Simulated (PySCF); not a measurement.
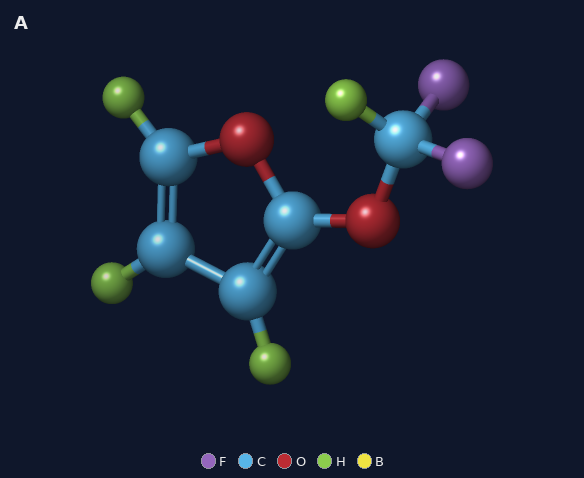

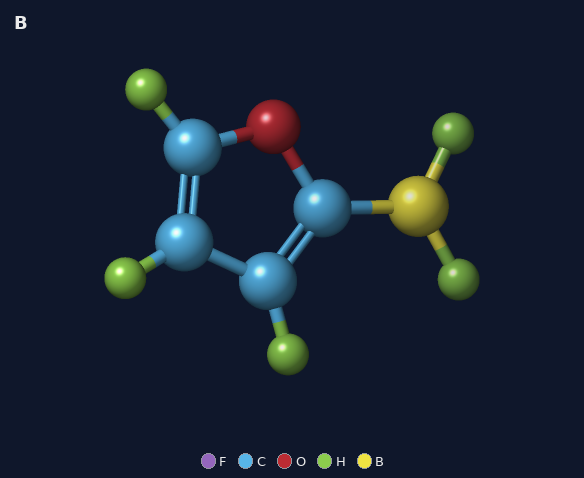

Two related species, optimised with PBE0-D3(BJ)/def2-SVP; properties computed with PySCF 2.14.0. Both: charge 0, singlet.

Identify both.

A is C5H4F2O2 (FC(F)Oc1ccco1), B is C4H5BO (Bc1ccco1).

Compare them. With PBE0/pcSseg-1: dipole moment (D), HOMO–LUMO gap (eV), HOMO energy (Kohn–Sham orbital) (eV). With CAM-B3LYP/def2-SVPD: lowest vertical singlet excitation (eV), mean static polarisability (bohr³).

```csv
quantity,A,B
dipole moment (D),2.38,2.39
HOMO–LUMO gap (eV),6.76,5.35
HOMO energy (Kohn–Sham orbital) (eV),−6.52,−7.28
lowest vertical singlet excitation (eV),6.04,4.94
mean static polarisability (bohr³),65.7,66.3
```

Each is one conformer, and no frequency run is at hand to confirm it as a minimum.
